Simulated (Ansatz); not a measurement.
W, pressure series

Start from W in the bcc (W type) structure (space group Im-3m, No. 229; a = 3.1837 Å).

Cell and atoms are relaxed at each pressure.

All numbers come from Ansatz (a first-principles code) PBE, without spin-orbit coupling, earlier PAW set.

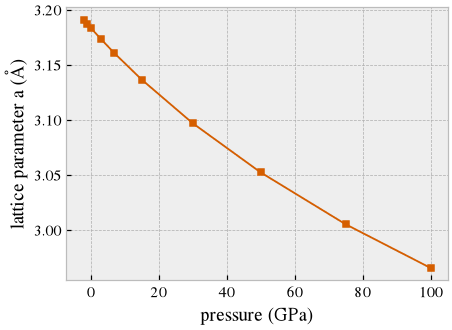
*Lattice parameter a against pressure*

### Question
From the plot, what is the lattice parameter a for pressure 50 GPa?

### Answer
About 3.05 Å.

### Question
Is the trend monotonic over the range shown?

### Answer
Yes, it falls throughout, spanning 2.965 Å to 3.191 Å.

Load acts through the strain it causes; cell and atoms are relaxed under it. No phonon test of stability was made. No other phases were tried under pressure. The final runs are not spin-polarised.
